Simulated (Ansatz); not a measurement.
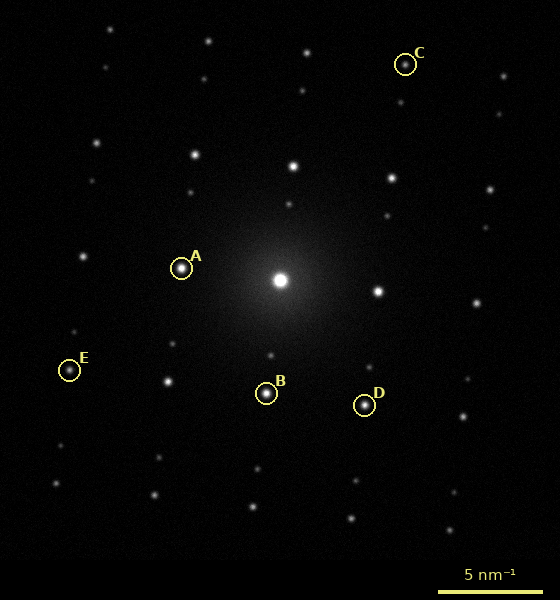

Computed electron diffraction pattern, 80 kV, single scattering only, B = 0.5 Å². The zone axis points towards the electron source and the pattern is seen from the source side.

The sample is HgSb₂, space group P-3m1 (No. 164), a = 4.19 Å, c = 5.45 Å (hexagonal axes). Structure: coordinates from a relaxation with DFT PBEsol, scalar-relativistic, plane waves, PAW (Ansatz 0.2.0); the starting structure was generated, so it need not be a known form of this composition.

Spot A is indexed -1 2 0 and spot B 0 0 3.

> What are the indices of the remaining marked spots?

C = −A − 2B = 1 -2 -6 (d = 0.833 Å). D = −A + B = 1 -2 3 (d = 1.371 Å). E = 2A + B = -2 4 3 (d = 0.907 Å).

> Give [uvw].

The cross product of A and B is parallel to [210]; every spot obeys hu + kv + lw = 0.

> What are the spacings of A and B and the angle between them?

d(A) = 2.093 Å, d(B) = 1.815 Å, and the angle is 90.0°.
